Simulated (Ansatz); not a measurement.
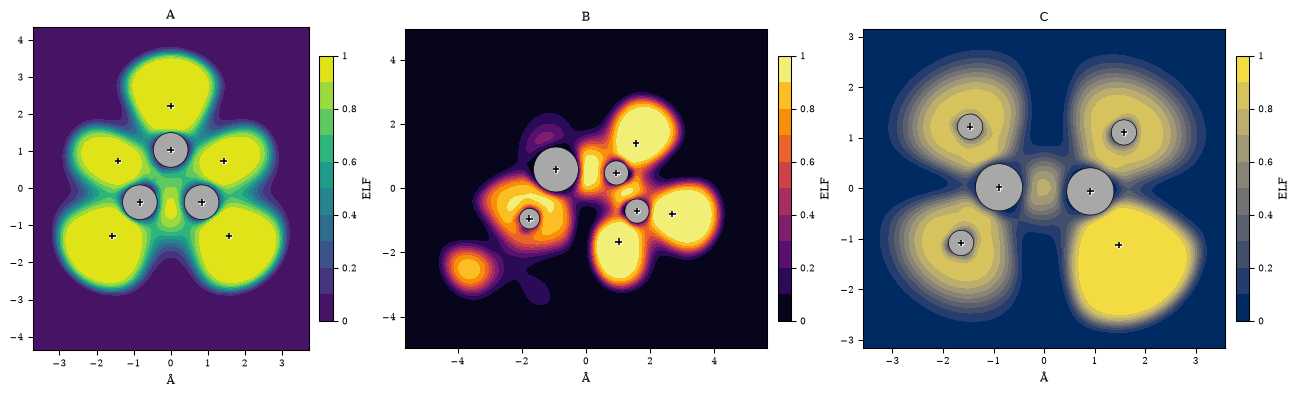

The electron localisation function of 3 systems, each on a plane through atoms (crosses mark nuclei in the plane; grey discs cover the cores).

The calculation used RKS PBE0-D4/def2-TZVP (Ansatz 0.2.0).

System 1: B2F3H3, the plane of atoms B1, B5 and H7. Geometry: r2SCAN-D4/def2-SVP.

```xyz
8

B     0.7890    0.3489   -0.2539
F     1.0862    1.5783    0.1544
F     1.6453   -0.3296   -1.0164
H     0.4194   -0.4703    0.7907
B    -0.7957   -0.3572    0.2542
F    -1.5880    0.4080    1.0214
H    -1.1086   -1.4661   -0.0912
H    -0.4475    0.2879   -0.8593
```

System 2: B3H6 (charge +1), the plane of atoms B2, B3 and H8. Geometry: PBE-D4/def2-TZVP.

```xyz
9

B    -0.2751   -0.6676   -0.4611
B     0.9244    0.0150    0.4371
B    -0.2852    0.9586   -0.2086
H    -0.7121   -1.6149   -1.0271
H    -0.5773    2.0755    0.0536
H     1.7118    0.2880    1.2779
H     0.9660   -1.1998    0.1135
H    -1.1023    0.4184   -0.9976
H    -0.6501   -0.2731    0.8122
```

System 3: C6H14N2Si (Si(vinyl)2(NHMe)2), the plane of atoms H5, C3 and H6. Geometry: PBE-D4/def2-SVP.

```xyz
23

Si   -0.0879    0.3377    0.0802
C    -0.1699    0.7069    1.9277
C    -0.7332   -0.1560    2.7979
H     0.2676    1.6409    2.3325
H    -1.1777   -1.1050    2.4461
H    -0.7813    0.0342    3.8851
C     1.7214    0.1738   -0.4273
C     2.7506    0.0979    0.4416
H     1.9600    0.1667   -1.5094
H     2.5842    0.0939    1.5339
H     3.8040    0.0328    0.1142
N    -0.9554    1.6307   -0.7058
C    -1.1326    1.7557   -2.1405
H    -1.0648    2.5055   -0.1885
H    -0.3560    2.3772   -2.6496
H    -1.0974    0.7455   -2.5986
H    -2.1240    2.1909   -2.3996
N    -0.8751   -1.1383   -0.4088
C    -0.2951   -2.4645   -0.4983
H    -1.8973   -1.1171   -0.4478
H    -0.5780   -2.9861   -1.4412
H     0.8112   -2.3860   -0.4915
H    -0.5733   -3.1375    0.3479
```

Question: Which map belongs to which system?

Answer: Panel A is system 2, B3H6: the plane holds B and H. B–B (1.65 Å): the ELF peaks at about 0.70 between the atoms. Panel B is system 3, C6H14N2Si: the plane holds Si, C, H and N. C–C (1.35 Å): the ELF peaks at about 0.90 between the atoms (localised, covalent bonding). Panel C is system 1, B2F3H3: the plane holds B, F and H. B–F (1.33 Å): the ELF peaks at about 0.85 between the atoms: a polar covalent bond.
